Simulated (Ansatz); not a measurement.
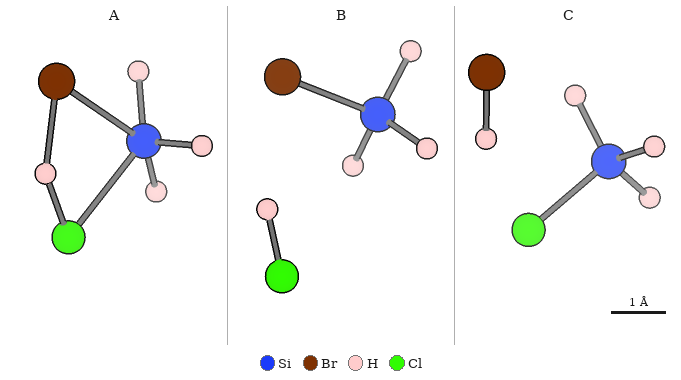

Three geometries of SiH4BrCl: a saddle point and the two minima that it joins, in shuffled order. A ball-and-stick model, seen from a free direction. Sticks join atoms that are closer than about 1.2 times the sum of their covalent radii (a little more with hydrogen).

Stationary points at PBE0-D4/def2-TZVP, single-point energies with CCSD(T)/CBS, wB97X-V, BLYP-D4, CCSD(T), r2SCAN-D4, PBE0-D4 (def2-TZVPP where no basis is named; Ansatz 0.2.0). The energies are electronic, without zero-point or thermal terms, and both ends are the minima reached downhill from the saddle, with any fragments still in contact. CCSD(T)/CBS stands for a frozen-core estimate: MP2 correlation extrapolated from def2-TZVPP and def2-QZVPP, CCSD(T) minus MP2 from the smaller set.

Q: Which frame is the transition state, what reaction does it lead through, and what barrier is to be expected?

A: Frame A is the saddle point. Counted by bonded pieces, B holds HCl + SiH₃Br and C holds HBr + SiH₃Cl. From B over the saddle to C, bonds form: Cl–Si (3.94 → 2.44 → 2.07 Å), Br–H (2.58 → 1.75 → 1.43 Å). Bonds break: Br–Si (2.24 → 2.62 → 4.10 Å), Cl–H (1.29 → 1.48 → 2.52 Å). The saddle has one imaginary mode, 488i cm⁻¹. With CCSD(T)/CBS the barrier is 1.67 eV from B and 1.66 eV from C, and C lies 0.01 eV above B.

```
      level  barrier from B (eV)  barrier from C (eV)  C less B (eV)
CCSD(T)/CBS                 1.67                 1.66           0.01
    wB97X-V                 1.68                 1.69          −0.01
    BLYP-D4                 1.38                 1.40          −0.02
    CCSD(T)                 1.73                 1.73          −0.01
  r2SCAN-D4                 1.38                 1.39          −0.01
    PBE0-D4                 1.44                 1.43           0.01
```

Against CCSD(T)/CBS, wB97X-V comes closest on the barrier from B (+0.01 eV) and BLYP-D4 misses most (−0.29 eV).

Limits of the set-up: the start holds two separate molecules, 2.6 Å apart at their closest, whose relative position is a soft coordinate.
